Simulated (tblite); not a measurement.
## Run report: C₅H₁₇N₃Si, geometry relaxation (part 3 of 3)

The same run, continued: C₅H₁₇N₃Si, SMILES CN(C)[SiH2]N(C)CCN; GFN2-xTB geometry optimisation, gas phase (tblite 0.8.0). It belongs to a series of runs on one base structure; here: H on C replaced by CH2NH2.

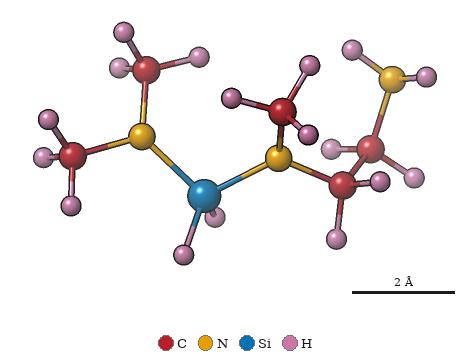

The geometry at step 234 of the log (ball-and-stick view, seen on its broad side).

**Trajectory as extended XYZ, continued**
```
26
Properties=species:S:1:pos:R:3:forces:R:3 step=172 energy=-813.61515
C     3.0813   -0.2579   -1.1773    0.0000   0.0530   0.0120
N     1.9316    0.1916   -0.4368    0.0020  -0.0200  -0.0040
C     2.0942    1.5330    0.0699   -0.0290  -0.0490  -0.0500
Si    0.9027   -0.9286    0.3712    0.0150  -0.0270  -0.0420
N    -0.6946   -0.5634   -0.1464    0.0020   0.0440   0.0140
C    -1.0144   -0.0151   -1.4444   -0.0150  -0.0300  -0.0020
C    -1.8216   -1.1257    0.5600   -0.0310   0.0160   0.0130
C    -2.3937   -0.1814    1.6346   -0.0350  -0.0010   0.0220
N    -2.9277    1.0779    1.1468    0.0620  -0.0460   0.0500
H     3.9800   -0.2969   -0.5480    0.0250   0.0110  -0.0340
H     3.2730    0.4289   -2.0088    0.0330  -0.0130   0.0230
H     2.8989   -1.2500   -1.5831   -0.0020   0.0460   0.0390
H     2.9413    1.6021    0.7638   -0.0010   0.0100   0.0160
H     2.2762    2.2293   -0.7550    0.0200  -0.0250  -0.0330
H     1.1918    1.8480    0.5875   -0.0020  -0.0650   0.0160
H     1.3599   -2.2813    0.0002   -0.0260   0.0520  -0.0160
H     0.9442   -0.8239    1.8370   -0.0450   0.0330  -0.0160
H    -0.1135    0.3826   -1.9053    0.0010  -0.0240   0.0630
H    -1.4329   -0.7881   -2.1023    0.0160   0.0330  -0.0200
H    -1.7499    0.7917   -1.3618    0.0270  -0.0100  -0.0200
H    -2.6150   -1.3650   -0.1560   -0.0210  -0.0410  -0.0360
H    -1.5250   -2.0549    1.0526    0.0360  -0.0060  -0.0070
H    -3.2013   -0.7110    2.1514    0.0120   0.0560   0.0300
H    -1.6057    0.0457    2.3578   -0.0480   0.0130  -0.0300
H    -2.1790    1.6291    0.7402   -0.0220  -0.0180  -0.0130
H    -3.6219    0.9061    0.4251    0.0250   0.0090   0.0240
26
Properties=species:S:1:pos:R:3:forces:R:3 step=187 energy=-813.63276
C     3.2236   -0.3224   -1.0878   -0.0060   0.0050   0.0130
N     1.9753    0.1193   -0.5259   -0.0100   0.0250   0.0040
C     2.0364    1.4942   -0.0963    0.0020   0.0110   0.0260
Si    0.9157   -0.9693    0.2836   -0.0110   0.0050   0.0030
N    -0.6857   -0.4714   -0.1007    0.0050  -0.0060  -0.0030
C    -1.0211    0.1395   -1.3665   -0.0180  -0.0230   0.0000
C    -1.7939   -1.0963    0.5887   -0.0060   0.0160  -0.0120
C    -2.4291   -0.1924    1.6651    0.0020   0.0270  -0.0110
N    -3.0589    1.0254    1.1899    0.0050  -0.0160  -0.0140
H     4.0365   -0.2942   -0.3507    0.0180   0.0090  -0.0060
H     3.5018    0.3248   -1.9256   -0.0020   0.0010   0.0160
H     3.1247   -1.3398   -1.4533   -0.0050  -0.0180   0.0100
H     2.8107    1.6405    0.6684   -0.0170   0.0170   0.0010
H     2.2745    2.1456   -0.9433   -0.0090  -0.0100  -0.0180
H     1.0777    1.7929    0.3201    0.0140  -0.0130  -0.0160
H     1.2859   -2.3082   -0.1980   -0.0060  -0.0080  -0.0180
H     0.9984   -0.9348    1.7518   -0.0060  -0.0160   0.0060
H    -0.1203    0.5654   -1.7986   -0.0050   0.0010  -0.0110
H    -1.4320   -0.5952   -2.0698   -0.0070  -0.0120  -0.0160
H    -1.7620    0.9352   -1.2451    0.0240  -0.0070   0.0170
H    -2.5612   -1.3892   -0.1388   -0.0060   0.0110  -0.0110
H    -1.4430   -2.0060    1.0819   -0.0040   0.0130  -0.0020
H    -3.1907   -0.7704    2.1991    0.0240   0.0060  -0.0080
H    -1.6529    0.0982    2.3758    0.0160  -0.0070   0.0170
H    -2.3658    1.6253    0.7550   -0.0150  -0.0190   0.0200
H    -3.7657    0.8059    0.4939    0.0240   0.0070   0.0120
26
Properties=species:S:1:pos:R:3:forces:R:3 step=203 energy=-813.64039
C     3.2788   -0.3361   -0.9988    0.0090   0.0030   0.0050
N     2.0013    0.0975   -0.5009    0.0120  -0.0210  -0.0060
C     2.0069    1.4954   -0.1535   -0.0090  -0.0170  -0.0190
Si    0.9078   -0.9999    0.2417   -0.0330  -0.0150  -0.0320
N    -0.6851   -0.4571   -0.1205   -0.0030  -0.0270  -0.0130
C    -1.0285    0.1680   -1.3770   -0.0140   0.0130   0.0200
C    -1.7943   -1.0738    0.5764    0.0040   0.0150  -0.0120
C    -2.3905   -0.1837    1.6858    0.0010   0.0210  -0.0100
N    -3.0866    1.0090    1.2409    0.0030   0.0080  -0.0030
H     4.0687   -0.2396   -0.2424   -0.0110   0.0020   0.0060
H     3.5635    0.2741   -1.8619    0.0070  -0.0100  -0.0020
H     3.2238   -1.3759   -1.3083   -0.0040   0.0170   0.0160
H     2.7490    1.7197    0.6240   -0.0270  -0.0180   0.0030
H     2.2572    2.0893   -1.0375    0.0020   0.0680  -0.0170
H     1.0247    1.7895    0.2041   -0.0060  -0.0030   0.0190
H     1.2516   -2.3107   -0.3328    0.0030  -0.0030   0.0070
H     0.9646   -1.0723    1.7100    0.0090   0.0060   0.0030
H    -0.1278    0.5691   -1.8331    0.0030  -0.0310   0.0020
H    -1.4862   -0.5458   -2.0747    0.0260  -0.0070   0.0200
H    -1.7362    0.9898   -1.2314   -0.0010   0.0020   0.0130
H    -2.5830   -1.3291   -0.1427    0.0030  -0.0020   0.0020
H    -1.4545   -2.0046    1.0376   -0.0160   0.0250   0.0000
H    -3.1005   -0.7808    2.2673    0.0050   0.0030  -0.0200
H    -1.5861    0.1361    2.3508    0.0330  -0.0160   0.0020
H    -2.4415    1.6327    0.7683    0.0120  -0.0090   0.0170
H    -3.8180    0.7618    0.5816   -0.0070  -0.0040  -0.0020
26
Properties=species:S:1:pos:R:3:forces:R:3 step=219 energy=-813.64700
C     3.3148   -0.3258   -0.9052    0.0250  -0.0200  -0.0120
N     1.9921    0.0873   -0.5252   -0.0080   0.0050   0.0040
C     1.9413    1.4909   -0.1998   -0.0060  -0.0320   0.0020
Si    0.8959   -1.0342    0.1779    0.0090   0.0000  -0.0090
N    -0.6944   -0.4817   -0.1667    0.0050  -0.0030   0.0170
C    -1.0526    0.1737   -1.4016   -0.0010  -0.0150   0.0170
C    -1.7987   -1.0702    0.5573   -0.0110   0.0090   0.0090
C    -2.3293   -0.1727    1.6934   -0.0080  -0.0010   0.0080
N    -3.0392    1.0243    1.2848   -0.0110  -0.0040   0.0080
H     4.0443   -0.1278   -0.1097    0.0110  -0.0090   0.0110
H     3.6370    0.2149   -1.8003   -0.0070   0.0300  -0.0040
H     3.3214   -1.3899   -1.1196    0.0060   0.0000  -0.0080
H     2.6537    1.7440    0.5971   -0.0360  -0.0020  -0.0130
H     2.1959    2.0886   -1.0814   -0.0020   0.0110   0.0020
H     0.9408    1.7519    0.1315   -0.0040   0.0220  -0.0030
H     1.2389   -2.3263   -0.4385    0.0030  -0.0010   0.0000
H     0.9634   -1.1565    1.6432   -0.0140  -0.0020   0.0070
H    -0.1500    0.5180   -1.8971    0.0140   0.0030   0.0000
H    -1.5790   -0.5114   -2.0771   -0.0100  -0.0080  -0.0180
H    -1.7035    1.0361   -1.2237    0.0100  -0.0100   0.0030
H    -2.6176   -1.2961   -0.1369   -0.0040   0.0070  -0.0140
H    -1.4741   -2.0147    0.9998    0.0010   0.0090   0.0030
H    -3.0152   -0.7620    2.3102    0.0040  -0.0070  -0.0030
H    -1.4858    0.1356    2.3147    0.0040   0.0000   0.0000
H    -2.4171    1.6470    0.7827    0.0270   0.0070  -0.0060
H    -3.8040    0.7796    0.6634    0.0020   0.0110   0.0000
26
Properties=species:S:1:pos:R:3:forces:R:3 step=234 energy=-813.65627
C     3.2891   -0.2566   -0.8813   -0.0100   0.0000   0.0030
N     1.9406    0.0779   -0.5125    0.0170  -0.0040   0.0070
C     1.8097    1.4751   -0.1845    0.0030   0.0250  -0.0130
Si    0.8863   -1.0906    0.1809    0.0180   0.0000   0.0060
N    -0.7038   -0.5682   -0.2013    0.0010   0.0000  -0.0240
C    -1.0311    0.0772   -1.4484    0.0100   0.0150  -0.0290
C    -1.8290   -1.0797    0.5452   -0.0040  -0.0060  -0.0010
C    -2.2595   -0.1517    1.6989   -0.0100  -0.0180   0.0070
N    -2.8476    1.1155    1.3075    0.0270  -0.0080   0.0150
H     3.9941   -0.0464   -0.0667    0.0200  -0.0270  -0.0050
H     3.5921    0.3351   -1.7509    0.0120  -0.0040   0.0000
H     3.3531   -1.3109   -1.1342    0.0020   0.0100   0.0130
H     2.4684    1.7596    0.6451    0.0020  -0.0030   0.0260
H     2.0777    2.0912   -1.0492   -0.0030  -0.0070  -0.0180
H     0.7843    1.6909    0.0969   -0.0230   0.0080   0.0180
H     1.2845   -2.3694   -0.4288    0.0030   0.0090  -0.0080
H     0.9202   -1.2133    1.6477    0.0080  -0.0040  -0.0120
H    -0.1107    0.3436   -1.9592    0.0050   0.0100  -0.0130
H    -1.6103   -0.5831   -2.1061   -0.0100  -0.0060   0.0330
H    -1.6122    0.9908   -1.2852   -0.0380  -0.0070  -0.0170
H    -2.6794   -1.2317   -0.1310    0.0060   0.0060   0.0000
H    -1.5673   -2.0526    0.9687   -0.0040   0.0090   0.0240
H    -2.9970   -0.6821    2.3093   -0.0040   0.0140   0.0160
H    -1.3860    0.0649    2.3188   -0.0230  -0.0160  -0.0130
H    -2.1629    1.6807    0.8186    0.0340   0.0030  -0.0080
H    -3.6244    0.9565    0.6744   -0.0360   0.0000  -0.0070
26
Properties=species:S:1:pos:R:3:forces:R:3 step=250 energy=-813.66540
C     3.2719   -0.1821   -0.8237    0.0000  -0.0060   0.0100
N     1.9063    0.1002   -0.4751    0.0010   0.0130   0.0010
C     1.7047    1.4897   -0.1526    0.0060   0.0360  -0.0150
Si    0.8673   -1.1174    0.1543    0.0110   0.0240  -0.0020
N    -0.7299   -0.6177   -0.2357   -0.0090   0.0080  -0.0090
C    -1.0653   -0.0434   -1.5164   -0.0180  -0.0150  -0.0140
C    -1.8581   -1.0857    0.5386    0.0060  -0.0250   0.0140
C    -2.2056   -0.1391    1.7038   -0.0020  -0.0080   0.0140
N    -2.5702    1.2104    1.3231   -0.0070   0.0380   0.0050
H     3.9583    0.0482    0.0006    0.0080  -0.0070   0.0180
H     3.5725    0.4195   -1.6883   -0.0240  -0.0090   0.0130
H     3.3745   -1.2338   -1.0733    0.0160  -0.0020  -0.0100
H     2.3295    1.8083    0.6913    0.0030  -0.0190   0.0080
H     1.9581    2.1185   -1.0130    0.0030  -0.0160  -0.0080
H     0.6639    1.6535    0.1071   -0.0210   0.0190   0.0170
H     1.3250   -2.3495   -0.5036   -0.0190  -0.0340  -0.0200
H     0.8683   -1.3134    1.6131    0.0120   0.0170  -0.0190
H    -0.1532    0.2134   -2.0471    0.0170   0.0040   0.0230
H    -1.6349   -0.7497   -2.1323    0.0010  -0.0150  -0.0100
H    -1.6674    0.8643   -1.4033   -0.0200   0.0020   0.0020
H    -2.7315   -1.1953   -0.1147    0.0240   0.0210  -0.0060
H    -1.6351   -2.0684    0.9611    0.0040  -0.0370  -0.0090
H    -3.0388   -0.5663    2.2693   -0.0030   0.0010   0.0070
H    -1.3389   -0.0694    2.3643    0.0200   0.0040   0.0070
H    -1.8063    1.6336    0.8061   -0.0150  -0.0040   0.0090
H    -3.3861    1.1942    0.7192    0.0060   0.0090  -0.0270
26
Properties=species:S:1:pos:R:3:forces:R:3 step=265 energy=-813.66949
C     3.2799   -0.1763   -0.7895   -0.0130  -0.0030   0.0010
N     1.9072    0.1053   -0.4691   -0.0120  -0.0120  -0.0310
C     1.6976    1.4981   -0.1669    0.0090   0.0050  -0.0050
Si    0.8606   -1.1198    0.1294   -0.0060  -0.0040   0.0040
N    -0.7394   -0.6046   -0.2297   -0.0060  -0.0130   0.0010
C    -1.0861   -0.0571   -1.5195   -0.0010  -0.0100   0.0100
C    -1.8628   -1.0863    0.5453    0.0050  -0.0080   0.0000
C    -2.2062   -0.1381    1.7114   -0.0010  -0.0080  -0.0030
N    -2.5313    1.2219    1.3263    0.0040   0.0010  -0.0020
H     3.9493    0.0656    0.0460    0.0000  -0.0130   0.0010
H     3.5915    0.4184   -1.6545    0.0010  -0.0050   0.0090
H     3.3920   -1.2299   -1.0277    0.0080   0.0080   0.0000
H     2.3237    1.8242    0.6727   -0.0070   0.0210   0.0100
H     1.9510    2.1129   -1.0376    0.0030   0.0040   0.0090
H     0.6562    1.6648    0.0912    0.0020   0.0020   0.0060
H     1.2875   -2.3400   -0.5728    0.0070  -0.0130  -0.0030
H     0.8824   -1.3521    1.5816   -0.0110   0.0070   0.0010
H    -0.1810    0.2719   -2.0224   -0.0100   0.0030   0.0040
H    -1.5823   -0.8038   -2.1515    0.0020  -0.0050  -0.0140
H    -1.7609    0.7984   -1.4153   -0.0050   0.0090  -0.0190
H    -2.7366   -1.1928   -0.1080    0.0190   0.0240   0.0030
H    -1.6408   -2.0736    0.9600    0.0140   0.0070  -0.0020
H    -3.0578   -0.5468    2.2629    0.0030   0.0030   0.0080
H    -1.3459   -0.0905    2.3835   -0.0130   0.0080  -0.0040
H    -1.7416    1.6248    0.8324   -0.0080   0.0080   0.0030
H    -3.3273    1.2282    0.6948    0.0170  -0.0140   0.0130
26
Properties=species:S:1:pos:R:3:forces:R:3 step=281 energy=-813.67137
C     3.2710   -0.1700   -0.7861   -0.0030   0.0020   0.0020
N     1.8962    0.1116   -0.4734    0.0040   0.0000   0.0020
C     1.6877    1.5007   -0.1497    0.0010   0.0010  -0.0020
Si    0.8518   -1.1155    0.1265    0.0010   0.0020  -0.0010
N    -0.7464   -0.6015   -0.2433   -0.0040  -0.0020   0.0030
C    -1.0888   -0.0963   -1.5513    0.0020  -0.0050   0.0040
C    -1.8694   -1.0722    0.5393   -0.0030   0.0010   0.0020
C    -2.1795   -0.1291    1.7184    0.0030  -0.0060   0.0020
N    -2.4995    1.2352    1.3447   -0.0030  -0.0030   0.0010
H     3.9351    0.0499    0.0599   -0.0070  -0.0020   0.0010
H     3.5930    0.4407   -1.6357    0.0030   0.0010   0.0050
H     3.3822   -1.2188   -1.0452   -0.0050   0.0050  -0.0020
H     2.3108    1.8164    0.6965   -0.0020   0.0010  -0.0020
H     1.9413    2.1290   -1.0103    0.0080   0.0010   0.0040
H     0.6458    1.6630    0.1104    0.0020   0.0000  -0.0050
H     1.2895   -2.3386   -0.5643   -0.0010  -0.0050  -0.0020
H     0.8596   -1.3387    1.5797    0.0020   0.0000   0.0030
H    -0.1874    0.2657   -2.0376   -0.0040   0.0040  -0.0080
H    -1.5330   -0.8769   -2.1817   -0.0050   0.0030  -0.0060
H    -1.8044    0.7290   -1.4796    0.0020  -0.0020   0.0000
H    -2.7521   -1.1465   -0.1049    0.0020  -0.0020  -0.0010
H    -1.6647   -2.0698    0.9383    0.0010   0.0030   0.0000
H    -3.0240   -0.5317    2.2851    0.0020  -0.0010   0.0030
H    -1.3067   -0.0919    2.3739    0.0000   0.0030   0.0010
H    -1.7194    1.6316    0.8308    0.0040   0.0010  -0.0050
H    -3.3098    1.2475    0.7324    0.0010   0.0020  -0.0010
```

**Results in brief**

- outcome: converged
- total energy: −813.6714 eV
- hardware: 1 CPU thread, shared host
- wall time: 5.2 s
- peak memory: 0.19 GiB
